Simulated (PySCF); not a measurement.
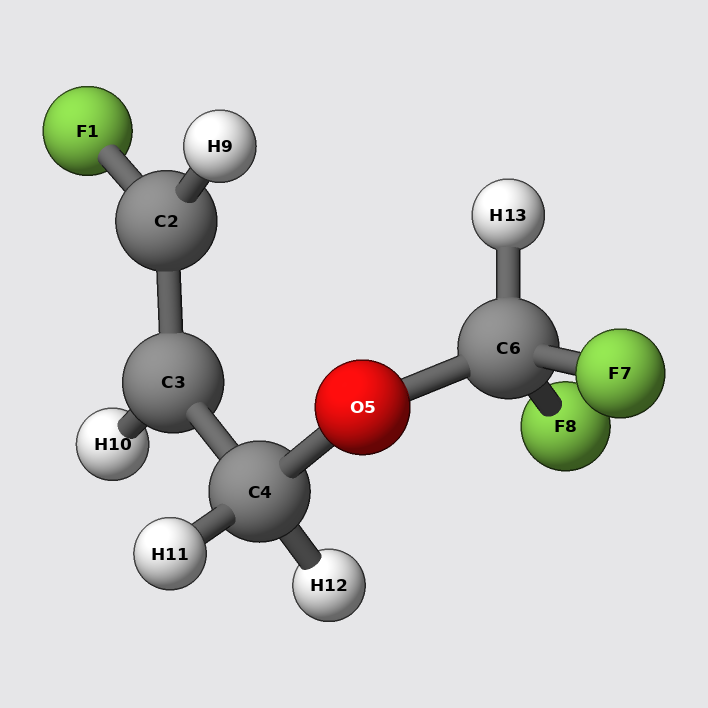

Geometry: an image of a reaction path computed with GFN2-xTB, not a minimum. Level of theory: GIAO PBE0/pcSseg-1 NMR shielding, non-relativistic, gas phase (PySCF 2.14.0). Principal shieldings σ11 ≤ σ22 ≤ σ33, span Ω = σ33 − σ11, skew κ = 3(σiso − σ22)/Ω.

**Which C atom has the most anisotropic shielding?**

C3, with a span of 171 ppm.

Give the shielding tensors of the C atoms.

```json
{"atom": "C2", "σ11": "−68.7", "σ22": "69.0", "σ33": "81.4", "σiso": "27.2", "Ω": "150.1", "κ": "−0.83"}
{"atom": "C3", "σ11": "−25.8", "σ22": "94.1", "σ33": "145.2", "σiso": "71.2", "Ω": "171.0", "κ": "−0.40"}
{"atom": "C4", "σ11": "94.6", "σ22": "109.6", "σ33": "161.7", "σiso": "122.0", "Ω": "67.1", "κ": "0.55"}
{"atom": "C6", "σ11": "45.2", "σ22": "72.4", "σ33": "75.3", "σiso": "64.3", "Ω": "30.1", "κ": "−0.81"}
```

Shieldings and span in ppm.
